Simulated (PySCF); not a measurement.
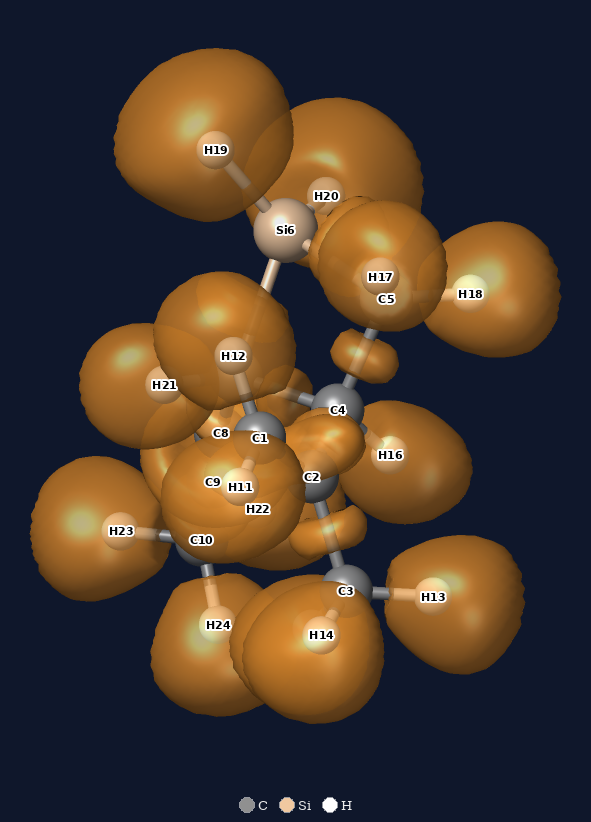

The picture shows: C₉H₁₄Si. Isosurface of the ELF at 0.8 (orange), seen at an oblique angle. Core shells and regions of very low density are left out.

Geometry: GFN2-xTB.

Method: PySCF, PBE0/pcSseg-1, SCF density, gas phase, non-relativistic.

```xyz
24

C    -2.8201    0.1535   -0.0850
C    -1.6924    0.1588   -0.7807
C    -1.5132    1.0131   -1.9989
C    -0.4928   -0.6448   -0.3726
C    -0.7577   -2.1252   -0.0037
Si    0.2102   -1.9612    1.6315
C     0.1405   -0.1533    0.9695
C     1.3683    0.5727    0.8045
C     2.4067    1.1438    0.6142
C     3.6574    1.8460    0.4081
H    -3.6679    0.7512   -0.3746
H    -2.9472   -0.4448    0.8021
H    -1.3014    0.3908   -2.8687
H    -2.4023    1.6057   -2.2007
H    -0.6655    1.6837   -1.8560
H     0.2631   -0.5898   -1.1591
H    -1.8196   -2.3322    0.1101
H    -0.3751   -2.8195   -0.7490
H    -0.5208   -2.2183    2.8726
H     1.5411   -2.5640    1.6556
H    -0.5688    0.4685    1.5221
H     4.4562    1.1354    0.1926
H     3.9213    2.4103    1.3029
H     3.5683    2.5392   -0.4293
```

Describe the localisation domains.

Answer. The ELF exceeds this value in eight regions between bonded C–C atoms (shared pairs), two regions between bonded C–Si atoms (shared pairs) and 14 regions around hydrogen nuclei. Profiles from the grid: C–C (1.20 Å): the ELF peaks at about 0.85 between the atoms (a short, multiple covalent bond). C–Si (1.91 Å): the ELF peaks at about 0.95 between the atoms, as expected for localised, covalent bonding.
